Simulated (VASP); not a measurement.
Band structure of Ir (fcc). Method: RPBE GGA, VASP's PBE PAW potentials (set 64) (plane waves; VASP 6.6.1).

Unless said otherwise, spin-orbit coupling is left out, though it shifts the bands of the heavy elements here.

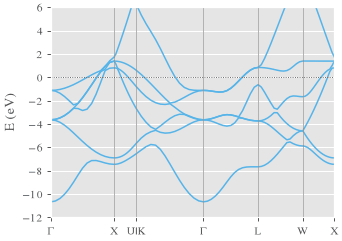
Bands along high-symmetry lines, zero at the valence-band maximum or, without a gap, the Fermi level

Task: Read the plot: is there a gap, and where are the band edges?

Result: It has no gap at this level: it comes out as a metal or semimetal. (Edges off the drawn lines would not show.)

The compound is Ir in the fcc structure. It was relaxed first.
